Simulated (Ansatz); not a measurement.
Hypothetical diamond V: pressure series

Base system: V in the diamond structure (space group Fd-3m, No. 227; ferromagnetic; a hypothetical phase, not in the database extracts checked).

```cif
data_V8
_chemical_formula_sum 'V8'
_space_group_name_H-M_alt 'Fd-3m :1'
_space_group_IT_number 227
_space_group_name_Hall 'F 4d 2 3 -1d'
_cell_length_a 5.36240
_cell_length_b 5.36240
_cell_length_c 5.36240
_cell_angle_alpha 90.000
_cell_angle_beta 90.000
_cell_angle_gamma 90.000
loop_
_atom_site_label
_atom_site_type_symbol
_atom_site_symmetry_multiplicity
_atom_site_Wyckoff_symbol
_atom_site_fract_x
_atom_site_fract_y
_atom_site_fract_z
_atom_site_occupancy
V1 V 8 a 0.00000 0.00000 0.00000 1
```
(The calculation used a cell of 2 atoms; values per cell refer to that cell.)

Cell and atoms are relaxed at each pressure.

Calculations: PBEsol (Ansatz, a first-principles code, PAW, no spin-orbit coupling).

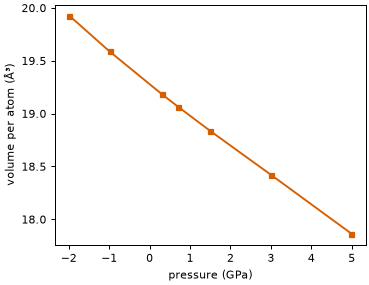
Figure. Volume against pressure

### Question
Estimate the zero-pressure bulk modulus from the plot.

### Answer
About 63 GPa; a third-order Birch–Murnaghan fit to the points gives V₀ = 19.28 Å³/atom, B₀ = 63 GPa and B₀′ = 1.4.

The magnetic state is the one reached from the starting moments; the real material's order can differ, and small cells can't hold many antiferromagnetic ones. Load acts through the strain it causes; cell and atoms are relaxed under it. Stability against distortions was not tested. Competing high-pressure phases were not computed.
